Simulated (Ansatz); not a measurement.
```yaml
crystal:
  periodic: [false, false, false]
  atoms:
    - {symbol: C, position_ang: [-0.150548, -0.011168, -0.063786]}
    - {symbol: Cu, position_ang: [1.613005, 0.132227, 0.630694]}
    - {symbol: H, position_ang: [-0.632705, -0.736143, 0.340610]}
    - {symbol: H, position_ang: [-0.148210, -0.119403, -1.149777]}
    - {symbol: H, position_ang: [-0.598078, 0.943245, 0.218901]}
basis:
  gaussian: {orbitals: def2-TZVPP}
hamiltonian: {xc: r2scan, dispersion: d4}
```

Geometry: moved along internal coordinates away from the minimum.

Describe the molecule in this file.

The molecule is CH₃Cu. As SMILES it reads `[CH3][Cu]`. Coordination: 1 C tetrahedral.

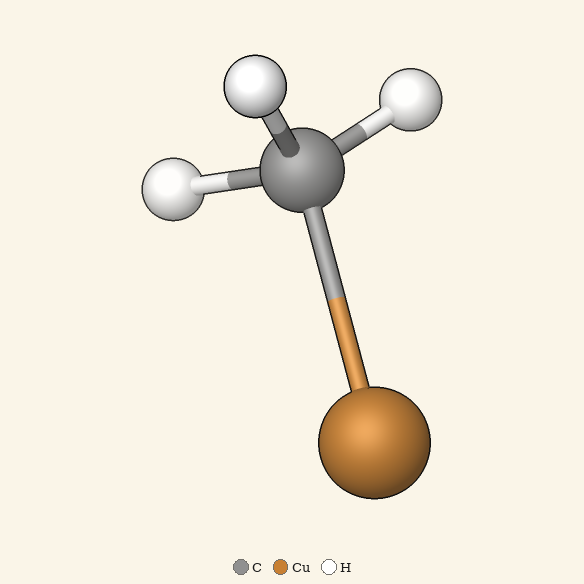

The picture comes from a calculation with Ansatz.
